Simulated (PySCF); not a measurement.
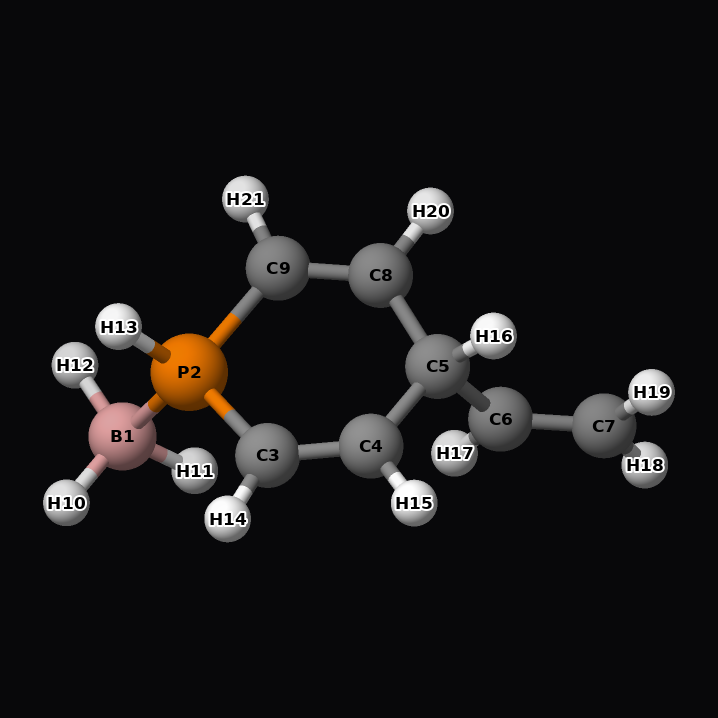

The geometry was computed by an optimisation with PBE0-D3(BJ)/def2-SVP. No frequency run is at hand to confirm it as a minimum. Method: GIAO PBE0/pcSseg-1 NMR shielding, non-relativistic, gas phase (PySCF 2.14.0), and the same with a continuum solvent (IEF-PCM, Bondi radii x 1.2, gas-phase geometry).

How do dipole (D), HOMO–LUMO gap (eV), σ(P2) (ppm), σ(C4) (ppm), σ(H11) (ppm) change in benzene (ε = 2.3), water (ε = 78.4)?

| medium | dipole (D) | HOMO–LUMO gap (eV) | σ(P2) (ppm) | σ(C4) (ppm) | σ(H11) (ppm) |
| --- | --- | --- | --- | --- | --- |
| gas phase | 5.49 | 6.33 | 377.0 | 33.1 | 30.40 |
| benzene | 6.27 | 6.44 | 380.5 | 31.2 | 30.60 |
| water | 7.26 | 6.52 | 384.6 | 29.0 | 30.88 |
